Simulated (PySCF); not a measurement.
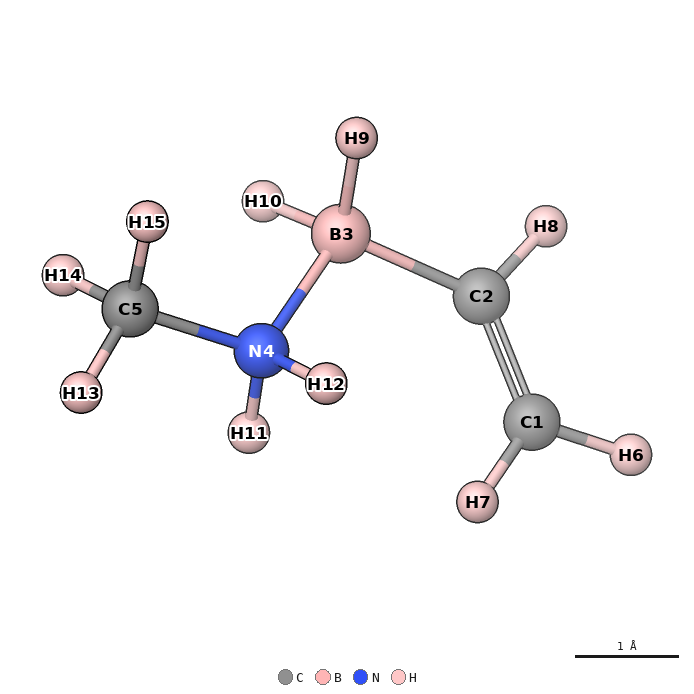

Orthographic view. Depth is shown by fading: the farther an atom, the more it takes the colour of the background. The geometry was computed by an optimisation with PBE0-D3(BJ)/def2-SVP. No frequency run is at hand to confirm it as a minimum.

Write a MOL file (V2000) with the atoms in numerical order, bonds sorted by atom number with the orders drawn, and coordinates in the frame of the picture: x right, y up, z towards the viewer, origin at the mean position.

```
C3H10BN
                    3D

 15 14  0  0  0  0  0  0  0  0999 V2000
    2.0200   -0.9700   -0.7400 C   0  0  0  0  0  0  0  0  0  0  0  0
    1.5200    0.2600   -0.9200 C   0  0  0  0  0  0  0  0  0  0  0  0
    0.1500    0.8700   -0.4100 B   0  0  0  0  0  0  0  0  0  0  0  0
   -0.6300   -0.2700    0.4300 N   0  0  0  0  0  0  0  0  0  0  0  0
   -1.9100    0.1300    1.0000 C   0  0  0  0  0  0  0  0  0  0  0  0
    2.9900   -1.2900   -1.1400 H   0  0  0  0  0  0  0  0  0  0  0  0
    1.4800   -1.7600   -0.1700 H   0  0  0  0  0  0  0  0  0  0  0  0
    2.1600    0.9400   -1.5100 H   0  0  0  0  0  0  0  0  0  0  0  0
    0.3000    1.8100    0.3800 H   0  0  0  0  0  0  0  0  0  0  0  0
   -0.6100    1.1900   -1.3200 H   0  0  0  0  0  0  0  0  0  0  0  0
   -0.7500   -1.0800   -0.1900 H   0  0  0  0  0  0  0  0  0  0  0  0
    0.0100   -0.6000    1.1700 H   0  0  0  0  0  0  0  0  0  0  0  0
   -2.3900   -0.6800    1.5600 H   0  0  0  0  0  0  0  0  0  0  0  0
   -2.5700    0.4600    0.1900 H   0  0  0  0  0  0  0  0  0  0  0  0
   -1.7500    0.9900    1.6700 H   0  0  0  0  0  0  0  0  0  0  0  0
  1  2  2  0
  1  6  1  0
  1  7  1  0
  2  3  1  0
  2  8  1  0
  3  4  1  0
  3  9  1  0
  3 10  1  0
  4  5  1  0
  4 11  1  0
  4 12  1  0
  5 13  1  0
  5 14  1  0
  5 15  1  0
M  CHG  2   3  -1   4   1
M  END
```
